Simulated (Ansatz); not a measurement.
The starting structures come from a database of crystals and need not be the phases stable at ambient conditions.

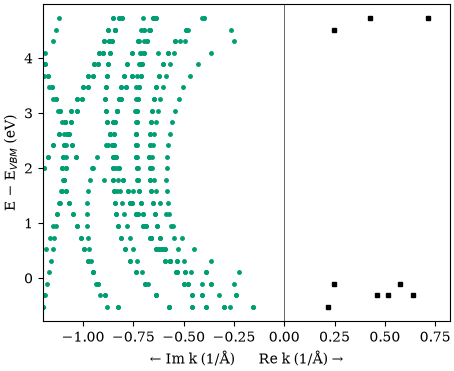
Fig. 1. Complex bands at the centre of the two-dimensional zone; r2SCAN run with Ansatz (a quantum-chemistry and plane-wave program)

No gap correction and no spin-orbit coupling; mid-gap values are interpolated between computed energies.

Q: This is KReO$_{4}$ (I4_1/a, not sure to be the ambient phase, 12 atoms a cell, 16.9 Å³ an atom, -2 GPa at this level) along the normal of (110). Read off the slowest decay at the centre of the two-dimensional zone at 2.21 eV, the computed energy nearest the middle of the gap.

A: κ ≈ 0.58 1/Å, a decay length 1/(2κ) of the density of 0.86 Å.
